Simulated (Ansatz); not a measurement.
A series of calculations on H2CO

**1. Relaxation**

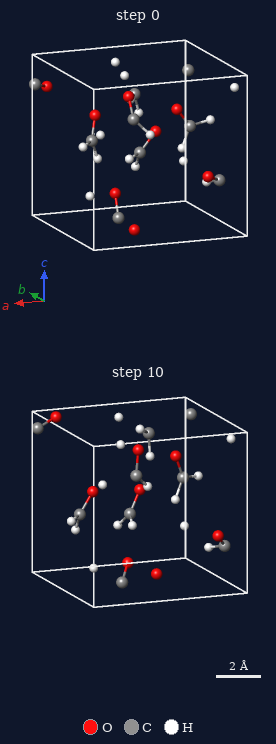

The structure of an amorphous cell of composition H2CO before (top) and after (bottom) a relaxation, at one scale.

A ball-and-stick model of the cell of the calculation, seen from a free direction.

The cell holds 8 H2CO. The run prepares the start of a later molecular dynamics calculation, from a guessed geometry.

Theory: DFT PBE-D3(BJ), scalar-relativistic, plane waves, PAW (Ansatz). (plane-wave cutoff 420 eV; k-point mesh 1 × 1 × 1; occupations fermi dirac; smearing width 0.02 eV; no spin polarisation; atoms relaxed in a fixed cell; force threshold 0.3 eV/Å; at most 15 steps)

> Describe what moved and what it gained.

The largest moves, 1.33 Å, are those of O and H atoms. Largest moves by element: H 1.33 Å, O 1.32 Å, C 1.07 Å. The lattice vectors keep their values. Some distances before and after: C–H 1.104 → 1.118 Å, C–O 1.220 → 1.214 Å. After 9 accepted moves (10 points after the start) the energy has fallen by 2.015 eV per cell of the calculation. Largest force component: 1.5 eV/Å at the start, 0.25 eV/Å at the end. 1 step only repeated the SCF at the same geometry. Cost: 17 s on 1 thread of Intel(R) Xeon(R) 6975P-C (Granite Rapids) (shared host), peak memory 0.5 GiB.

Limits of the set-up: the periodic images lie only 7.6 Å apart, so the values are limited by the cell's size.

**2. Dynamics**

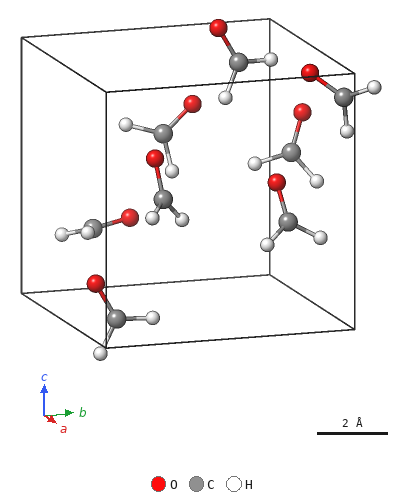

Starting frame of a dynamics run of a periodic cell with 8 H2CO at 0.908 g/cm³. A ball-and-stick model of the simulation cell, seen slightly off an axis.

Theory: Ansatz 0.2.0, DFT PBE-D3(BJ), scalar-relativistic, plane waves, PAW.

Input
```yaml
crystal:
  lattice:
    - [7.601292, 0.0, 0.0]
    - [0.0, 7.601292, 0.0]
    - [0.0, 0.0, 7.601292]
  atoms:
    - { symbol: O, position: [0.90634252, 0.8473674, 0.99021578] }
    - { symbol: C, position: [0.98168419, 0.95759952, 0.9027531] }
    - { symbol: H, position: [1.08672988, 1.04441691, 0.95804266] }
    - { symbol: H, position: [0.94997266, 0.98130008, 0.76150767] }
    - { symbol: O, position: [0.01799132, 0.42513462, 0.26523202] }
    - { symbol: C, position: [0.03858792, 0.26942551, 0.23877999] }
    - { symbol: H, position: [-0.07200499, 0.18210615, 0.19779716] }
    - { symbol: H, position: [0.16894905, 0.20363299, 0.25543413] }
    - { symbol: O, position: [0.56289408, 0.34056323, 0.61904047] }
    - { symbol: C, position: [0.62231514, 0.3534391, 0.47140246] }
    - { symbol: H, position: [0.56881174, 0.44707416, 0.37318276] }
    - { symbol: H, position: [0.73518875, 0.27107281, 0.42834847] }
    - { symbol: O, position: [0.5348979, 0.60514202, 0.10377138] }
    - { symbol: C, position: [0.53994217, 0.68464253, -0.03505485] }
    - { symbol: H, position: [0.50496346, 0.82650528, -0.04194064] }
    - { symbol: H, position: [0.57568678, 0.61956545, -0.16106249] }
    - { symbol: O, position: [0.2978256, 1.02421214, 0.69315069] }
    - { symbol: C, position: [0.3340576, 0.96707934, 0.54847572] }
    - { symbol: H, position: [0.38750358, 1.05193475, 0.44104542] }
    - { symbol: H, position: [0.31619502, 0.82660642, 0.51091082] }
    - { symbol: O, position: [0.54712743, 0.10743705, 1.14405295] }
    - { symbol: C, position: [0.56771499, 0.1840807, 1.00482525] }
    - { symbol: H, position: [0.56576557, 0.33021995, 0.997892] }
    - { symbol: H, position: [0.58810032, 0.11187277, 0.87908397] }
    - { symbol: O, position: [0.22065759, 0.60814629, 0.73930985] }
    - { symbol: C, position: [0.22126578, 0.48996122, 0.6321676] }
    - { symbol: H, position: [0.26256118, 0.51108931, 0.49308599] }
    - { symbol: H, position: [0.17548835, 0.35523136, 0.66760033] }
    - { symbol: O, position: [0.69030594, 0.78711535, 0.52016383] }
    - { symbol: C, position: [0.76696085, 0.80662407, 0.38100763] }
    - { symbol: H, position: [0.77094149, 0.93553234, 0.31055104] }
    - { symbol: H, position: [0.83892807, 0.69819979, 0.31473423] }
basis:
  ecutwfc: 420.0
kpoints:
  mp_grid: { grid: [1, 1, 1] }
hamiltonian:
  xc: pbe
  dispersion: d3bj
scf:
  occupations: { method: fermi_dirac, width: 0.02 }
  lower_state_search: "off"
md:
  timestep: 0.5
  n_steps: 300
  ensemble: nvt_langevin
  temperature: 300.0
  initial_velocities: maxwell_boltzmann
  seed: 140102
  friction: 0.02
```

Command:
```bash
ansatz run input.yaml --threads 1 --pin off --max-ram 3072MiB --backend cpu --events-out ev --progress --plain --runs-dir out
```

Predict how the run goes.

The mean temperature in the second half is 254 K (standard deviation 29 K). The potential energy is still drifting at the end, so the run hasn't reached equilibrium. The potential energy in the second half lies on average 26.8 meV per atom above the first frame. Root-mean-square distances from the starting positions over the second half, with the common drift of all atoms taken out: H 0.93 Å, O 0.39 Å, C 0.34 Å. The heavy atoms stay within a fraction of a molecule's size of their starting places, while the hydrogen atoms travel further, as molecules turn; so short a run doesn't tell a liquid from a solid.

Along the run (each row but the first and the last is the mean over the interval that it begins):

```csv
time (fs),potential energy (meV/atom),T (K)
0.0,0.0,291
15.0,20.9,245
30.0,26.9,277
45.0,29.0,296
60.0,32.8,272
75.0,31.1,244
90.0,28.9,232
105.0,25.9,239
120.0,23.8,284
135.0,24.4,272
150.0,22.2,286
```

The paths of the atoms:

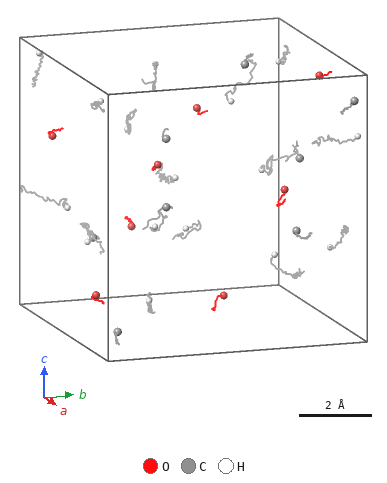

Limits of the set-up: the periodic images lie only 7.6 Å apart, so the values are limited by the cell's size.

**3. Dynamics**

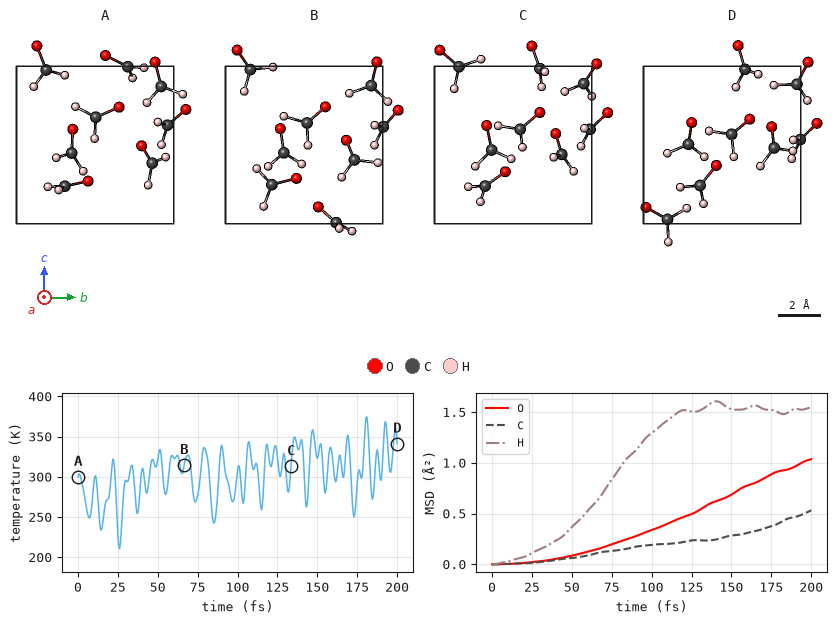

Molecular dynamics of a periodic cell with 8 H2CO at 0.908 g/cm³, 200 fs long. It starts from the last geometry of an earlier run, with fresh velocities. Frames (A at 0 fs, B at 66 fs, C at 134 fs, D at 200 fs) and the history of the run. A ball-and-stick model of the simulation cell, seen along the a axis. Atoms that leave the cell re-enter on the other side.

Method: Ansatz 0.2.0, DFT PBE-D3(BJ), scalar-relativistic, plane waves, PAW. Settings: plane-wave cutoff 420 eV; k-point mesh 1 × 1 × 1; Fermi-Dirac smearing 0.02 eV; constant energy (NVE); velocities drawn for 300 K; time step 0.5 fs.

### What happens in this trajectory?

The mean temperature in the second half is 316 K (standard deviation 26 K). The potential energy in the second half lies on average 2.0 meV per atom below the first frame. In the second half of the run the atoms are, in the root-mean-square, this far from where they began (common drift taken out): H 1.23 Å, O 0.83 Å, C 0.56 Å. The heavy atoms stay within a fraction of a molecule's size of their starting places; so short a run doesn't tell a liquid from a solid. The total energy stays between −0.041 and 0.12 meV per atom of its start. A straight-line fit has a slope that amounts to +0.0019 meV per atom over 200 fs (under 0.1 % of the mean kinetic energy), and the ripple about it is 0.9 % of the kinetic energy's fluctuation. With a drift under 2 % and a ripple under 7 %, the integration is accurate.

Limits of the set-up: the periodic images lie only 7.6 Å apart, so the values are limited by the cell's size.

Cost: 7.7 min on 1 thread of Intel(R) Xeon(R) 6975P-C (Granite Rapids) (shared host), peak memory 0.53 GiB.
